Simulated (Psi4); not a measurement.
Interaction energy of C6H6 ··· C6H6 (SMILES c1ccccc1 and c1ccccc1). Monomers: optimised at B3LYP-D3(BJ) (def2-TZVP), held rigid. Orientation: lowest of the rigid-body minima from ten starts at GFN2-xTB. R is the distance of the centres of mass, along which the second monomer moves.

Method: Psi4 with SAPT0/jun-cc-pVDZ, frozen core.

Components in kcal/mol:

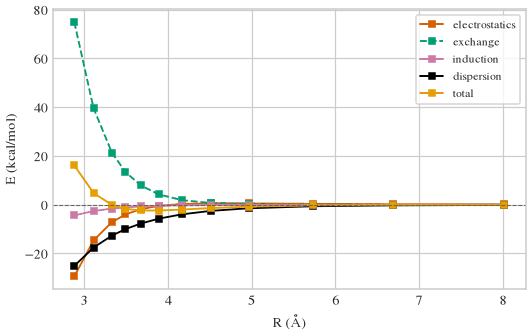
Components of the interaction energy.

| R / Å | electrostatics | exchange | induction | dispersion | total |
|---|---|---|---|---|---|
| 2.88 | -29.38 | 74.94 | -4.35 | -25.09 | 16.12 |
| 3.11 | -14.61 | 39.57 | -2.59 | -17.58 | 4.79 |
| 3.33 | -7.13 | 21.26 | -1.58 | -12.65 | -0.10 |
| 3.49 | -4.00 | 13.45 | -1.10 | -10.02 | -1.66 |
| 3.67 | -1.87 | 8.00 | -0.73 | -7.75 | -2.34 |
| 3.89 | -0.46 | 4.22 | -0.45 | -5.70 | -2.38 |
| 4.16 | 0.31 | 1.92 | -0.26 | -3.96 | -1.99 |
| 4.51 | 0.59 | 0.69 | -0.14 | -2.52 | -1.38 |
| 4.96 | 0.57 | 0.18 | -0.08 | -1.46 | -0.79 |
| 5.73 | 0.37 | 0.01 | -0.03 | -0.63 | -0.27 |
| 6.68 | 0.20 | 0.00 | -0.01 | -0.25 | -0.06 |
| 8.01 | 0.09 | 0.00 | 0.00 | -0.09 | 0.00 |
